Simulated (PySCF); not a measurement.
Ionisation energy of Zn⁺ ([Ar] 3d¹⁰ 4s → [Ar] 3d¹⁰). PySCF, aug-cc-pVQZ-DK, spin-free X2C-1e, unrestricted single determinants, no spin-orbit coupling. Methods marked “valence” freeze 18 core electrons.

The results, method by method:

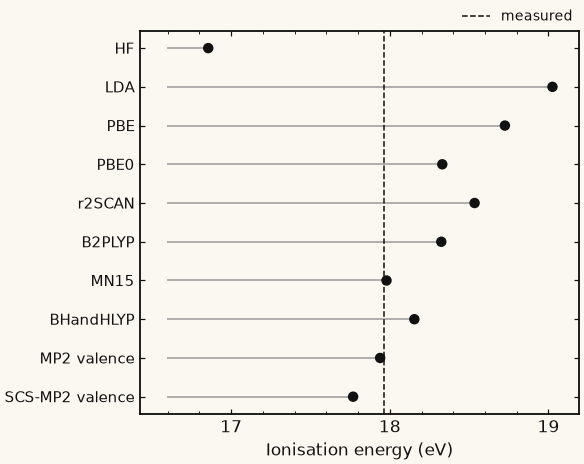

| Method | Ionisation energy (eV) |
| --- | --- |
| HF | 16.86 |
| LDA | 19.02 |
| PBE | 18.73 |
| PBE0 | 18.33 |
| r2SCAN | 18.53 |
| B2PLYP | 18.32 |
| MN15 | 17.98 |
| BHandHLYP | 18.15 |
| MP2 valence | 17.94 |
| SCS-MP2 valence | 17.77 |

The values run from 16.86 eV (HF) to 19.02 eV (LDA). The measured value is 17.96 eV; nearest to it come MN15 (+0.01) and MP2 valence (−0.03), furthest HF (−1.11 eV).
